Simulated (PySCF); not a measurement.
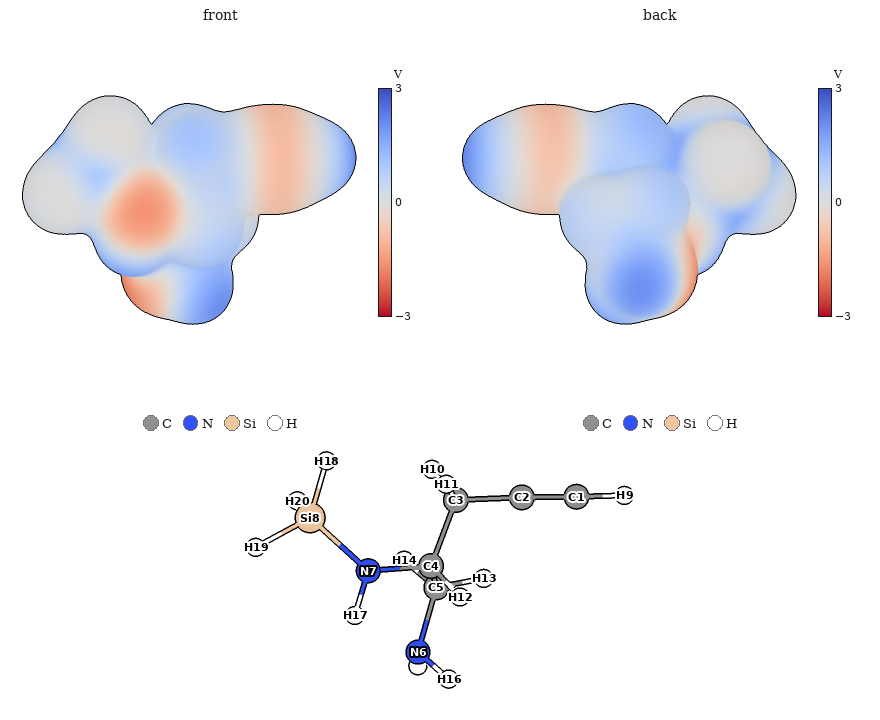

The picture shows: C₅H₁₂N₂Si (SMILES C#CC[C@H](CN)N[SiH3]). The molecular electrostatic potential painted on the density surface at 0.004 e/bohr³, seen from the front and from behind; the colour scale runs from red (negative) to blue (positive). The bare structure is drawn below in the same view.

Geometry: GFN2-xTB.

Method: PBE0/pcSseg-1, SCF density, gas phase, non-relativistic in PySCF.

```xyz
20

C    -3.0259   -1.4908   -1.1175
C    -1.9090   -1.4311   -0.6917
C    -0.5678   -1.3260   -0.1586
C    -0.2762    0.0929    0.3399
C    -0.2482    1.0840   -0.8344
N    -0.0953    2.4386   -0.3244
N     0.9540    0.1362    1.0969
Si    2.4190   -0.6689    0.6903
H    -4.0019   -1.5576   -1.4959
H     0.1561   -1.5987   -0.9307
H    -0.4573   -2.0191    0.6783
H    -1.0933    0.3953    1.0147
H    -1.1568    0.9418   -1.4426
H     0.6232    0.8629   -1.4570
H    -0.0001    3.0958   -1.0906
H    -0.9194    2.7037    0.2066
H     1.0770    1.0762    1.4489
H     2.1866   -2.1114    0.8062
H     3.3647   -0.1947    1.6965
H     2.9654   -0.4186   -0.6550
```

> Which sites attract a positive test charge, and which a negative one?

A positive charge is drawn to the negative regions and a negative charge to the positive ones. The most negative region (about −1.7 V, or −39 kcal/mol for a unit charge) lies over N6, the most positive (about +2.0 V, or +46 kcal/mol for a unit charge) over H9 and H15. N6 is the likeliest acceptor of a hydrogen bond.

> What dipole moment does the calculation give?

Its dipole moment is 2.03 D.
